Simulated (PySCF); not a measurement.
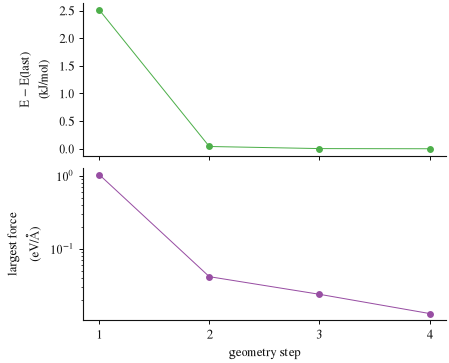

History of a geometry optimisation. C₄H₉F (SMILES CC(C)(C)F); PBE0-D3(BJ)/def2-SVP, geometry optimisation in PySCF 2.14.0, density fitting.

The optimisation met its thresholds at geometry 4, counting the start as the first. The energy fell by about 2.5 kJ/mol from the first step to the last. The largest force goes from about 1 eV/Å at the start to 0.013 eV/Å at the end.
